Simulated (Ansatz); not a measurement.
**Mn: how the settings move a single-point run**

Question: which choices in the input matter for Mn?

Method: reference: DFT, LDA, PAW with Ansatz's default frozen-core files, scalar-relativistic, in Ansatz 0.2.0.

**1. The system as given**

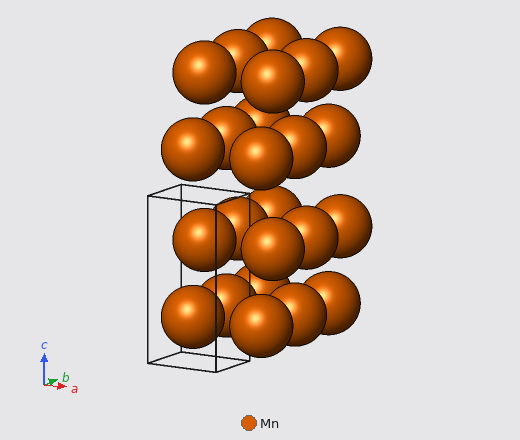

The starting structure, seen slightly off an axis (manganese orange). 2×3×2 cells are drawn.

Coordinates:

```xyz
2
Lattice="2.4836 0.0000 0.0000 -1.2418 2.1509 0.0000 0.0000 0.0000 4.0262" Properties=species:S:1:pos:R:3 pbc="T T T"
Mn    1.2418    0.7170    3.0196
Mn    0.0000    1.4339    1.0065
```

**2. The reference run**

The input, input.yaml:

```yaml
crystal:
  lattice:
    - [2.4836457705, 0.0, 0.0]
    - [-1.2418228852, 2.1509003313, 0.0]
    - [0.0, 0.0, 4.026195]
  atoms:
    - { symbol: Mn, position: [0.6666666667, 0.3333333333, 0.75], spin: 4.0, spin_axis: [1.0, 0.0, 0.0] }
    - { symbol: Mn, position: [0.3333333333, 0.6666666667, 0.25], spin: 4.0, spin_axis: [1.0, 0.0, 0.0] }
magnetization:
  noncollinear: true
  spin_spiral: { q: [0.0, 0.0, 0.0] }
kpoints:
  mp_grid: { grid: [18, 18, 7] }
scf:
  occupations: { method: fermi_dirac, width: 0.05 }
  lower_state_search: "off"
hamiltonian:
  xc: lda
  pseudopotentials: { kind: paw }
output:
  eigenvalues: false
```

The run is started by

```console
$ ansatz run input.yaml --threads 2 --pin off --max-ram 5120MiB --backend cpu --events-out ev --progress --plain --runs-dir out
```

Excerpt of the output:

```text
[...]
Basis set: ecut = 420 eV, 391 PW (Γ)
[...]
k-points: 148 of 2268
[...]
SCF iter   1: F=—  HF=-7680.197366 eV  |F-HF|=—  |Δ(HF+E_count)|=         —  Δρ=3.50e-1  dr2=1.08e0  dr2_m=6.05e0  ethr=3.10e-3  |M|=4.74e0 ∫|m|=4.74e0 μB  |m|>n=0.0e0 m-floor=0.0e0 τ_xc=9.2e-32  β_m=0.30  ⟨swp⟩=4.1  Hψ=17346  notcnv=0  defer=1
preconditioner: auto → none  [metal: Δε(μ)=0.003 eV  Ē_g=4.754 eV  σ=0.050 eV  W_gap=0.02  n_scr=2 (ndim 8)  ℏωp=30.0 eV  f_vac=0.000  D(μ)=4.49/eV (n_scr^D=96)]
SCF iter   2: F=—  HF=-7680.572388 eV  |F-HF|=—  |Δ(HF+E_count)|=   3.75e-1  Δρ=2.64e-1  dr2=2.44e-2  dr2_m=3.44e0  ethr=3.10e-3  |M|=4.50e0 ∫|m|=4.51e0 μB  |m|>n=0.0e0 m-floor=0.0e0 τ_xc=3.2e-25  β_m=0.30  ⟨swp⟩=2.8  Hψ=10579  notcnv=0  defer=62
[...]
SCF iter  20: F=-7682.585529 eV  HF=-7682.585529 eV  |F-HF|=1.82e-12  |Δ(HF+E_count)|=  3.09e-11  Δρ=9.38e-7  dr2=1.45e-11  dr2_m=4.34e-11  ethr=7.01e-12  |M|=9.91e-6 ∫|m|=9.91e-6 μB  |m|>n=0.0e0 m-floor=0.0e0 τ_xc=3.8e-30  β_m=0.96  ⟨swp⟩=1.1  Hψ=14325  notcn
SCF iter  21: F=-7682.585529 eV  HF=-7682.585529 eV  |F-HF|=9.09e-13  |Δ(HF+E_count)|=  1.91e-11  Δρ=4.21e-8  dr2=2.66e-13  dr2_m=9.20e-14  ethr=1.00e-12  |M|=5.06e-7 ∫|m|=5.09e-7 μB  |m|>n=0.0e0 m-floor=0.0e0 τ_xc=1.1e-31  ⟨swp⟩=1.1  Hψ=11738  notcnv=0
[...]
SCF converged after 21 iterations
Magnetization: |M| = 0.0000 μB,  M = (+0.0000, +0.0000, +0.0000) μB
[...]
Free energy (F): -7682.585529 eV
[...]
E sigma→0 (E₀):  -7682.574990 eV
[...]
Fermi energy:    19.774889 eV
[...]
```

Run time: 24 s. Hardware: 2 threads of Intel Xeon Platinum 8488C (Sapphire Rapids), shared host; peak memory 0.54 GiB.

**3. Changing settings: starting moments, lock_directions true**

The input, input.yaml:

```yaml
crystal:
  lattice:
    - [2.4836457705, 0.0, 0.0]
    - [-1.2418228852, 2.1509003313, 0.0]
    - [0.0, 0.0, 4.026195]
  atoms:
    - { symbol: Mn, position: [0.6666666667, 0.3333333333, 0.75], spin: 4.0, spin_axis: [0.5, 0.0, 0.8660254] }
    - { symbol: Mn, position: [0.3333333333, 0.6666666667, 0.25], spin: 4.0, spin_axis: [0.5, 0.0, 0.8660254] }
magnetization:
  noncollinear: true
  spin_spiral: { q: [0.0, 0.0, 0.0] }
  spin_locking: { lock_directions: true }
kpoints:
  mp_grid: { grid: [18, 18, 7] }
scf:
  occupations: { method: fermi_dirac, width: 0.05 }
  lower_state_search: "off"
hamiltonian:
  xc: lda
  pseudopotentials: { kind: paw }
output:
  eigenvalues: false
```

The run is started by

```console
$ ansatz run input.yaml --threads 2 --pin off --max-ram 5120MiB --backend cpu --events-out ev --progress --plain --runs-dir out
```

The log of the run, cut to the lines that bear on the results:

```text
Warning: magnetization.spin_spiral: disabling space-group detection — beside a Hubbard shell, its report or a lock it is not worked out which of the operations that keep the spiral keep those too, and one that does not would average them into another order's, and files of the run's [...]
settings of this run that can trade accuracy for cost: output.eigenvalues: false. Do not mix this run's numbers with those of runs without the same settings; the input reference describes each key
[...]
Pseudopotentials: kind: paw
Pseudopotential: Mn, paw, valence charge 15, recommended cutoff 420 eV (normal)
Functional definition: SPW92
[...]
Crystal: 2 atoms, lattice volume = 21.508 Å³
Basis set: ecut = 420 eV, 391 PW (Γ)
Bands: 38, of which v1, the nominal top of the filled ones, is band 30 counted from 1 (29 counted from 0)
Symmetry: 1 space group operations
k-points: 2268
Spin spiral: q = (0, 0, 0) of the reciprocal vectors; moments are told in the frame that turns with it, a site's in that at the site
[...]
Starting moments: Σ|m| = 8 μB on 2 of 2 sites
[...]
SCF iter   1: F=-7680.555436 eV  HF=-7680.197389 eV  |F-HF|=3.58e-1  |Δ(HF+E_count)|=         —  Δρ=3.03e-1  dr2=1.08e0  dr2_m=6.05e0  ethr=3.10e-3  |M|=4.74e0 ∫|m|=4.74e0 μB  |m|>n=0.0e0 m-floor=0.0e0 τ_xc=2.3e-17  β_m=0.30  ⟨swp⟩=4.0  Hψ=265513  notcnv=0  defer=18
[...]
SCF iter  31: F=-7682.585529 eV  HF=-7682.585529 eV  |F-HF|=0.00e0  |Δ(HF+E_count)|=  1.82e-11  Δρ=6.39e-8  dr2=2.14e-14  dr2_m=2.68e-13  ethr=1.00e-12  |M|=6.25e-7 ∫|m|=6.83e-7 μB  |m|>n=0.0e0 m-floor=0.0e0 τ_xc=6.5e-31  ⟨swp⟩=1.0  Hψ=179030  notcnv=0
WARN: the starting moments were not kept: the SCF closed with an absolute magnetisation of 6.8e-7 μB, where they sum to 8 μB in size (2 sites). That is at most 0.1 of that sum. Measured as dr2_m measures the in/out step, that magnetisation stands 5.2e-13 eV from none, at or under the [...]
SCF converged after 31 iterations
Stability not checked: this state was not tested for a lower state beside it, because a magnetisation constraint still acts at the end of the SCF (magnetization_constraint; see scf.lower_state_search)
Magnetization: |M| = 0.0000 μB,  M = (+0.0000, +0.0000, +0.0000) μB
Absolute magnetization: 0.0000 μB (∫|m|, with the PAW one-centre terms)
  site 0: m = (+0.0000, +0.0000, +0.0000) μB, |m| = 0.0000 μB  (R = 1.02 Å)
  site 1: m = (+0.0000, -0.0000, +0.0000) μB, |m| = 0.0000 μB  (R = 1.02 Å)
--- Magnetisation constraints (ε_frz = 1.0e-4 eV) ---
  site  kind           target                            achieved (μB)             |Δ|max (μB)  g (eV/μB)                    λ_eff  esc  ok   flags
  0     per_site_axis  ê (+0.500, +0.000, +0.866) ≥0.00  (+0.000, +0.000, +0.000)  2.51e-8      (-5.0e-8, +6.9e-9, +2.9e-8)  1.000  0    yes
  1     per_site_axis  ê (+0.500, +0.000, +0.866) ≥0.00  (+0.000, -0.000, +0.000)  2.51e-8      (+5.0e-8, -6.8e-9, -2.9e-8)  1.000  0    yes
Free energy (F): -7682.585529 eV
[...]
E sigma→0 (E₀):  -7682.574990 eV
Entropy (-TS):   -0.021076 eV (-10.538 meV/atom)
Fermi energy:    19.774888 eV
[...]
settings of this run that can trade accuracy for cost: output.eigenvalues: false. Do not mix this run's numbers with those of runs without the same settings; the input reference describes each key
```

Run time: 9 min. Hardware: 2 threads of Intel Xeon Platinum 8488C (Sapphire Rapids), shared host; peak memory 3.2 GiB.

With the changed spin start the energy stays within 0.5 meV/atom: no moment survives, so both runs end on the same non-magnetic state.

**4. Side by side**

| run | ending | energy change | gap (eV) | cycles | time |
| --- | --- | --- | --- | --- | --- |
| reference | converged | 0 | 0.00 | 21 | 24 s |
| 1: starting moments, lock_directions true | converged | 0.0 meV/atom | 0.00 | 31 | 9 min |

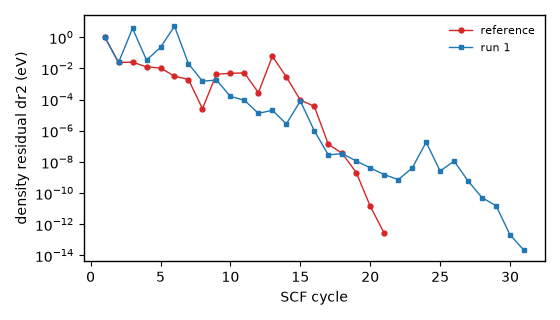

Residual by cycle in the longest SCF loop of each run; runs are numbered as in the table.

**Reading.** With the changed spin start the energy stays within 0.5 meV/atom: no moment survives, so both runs end on the same non-magnetic state.
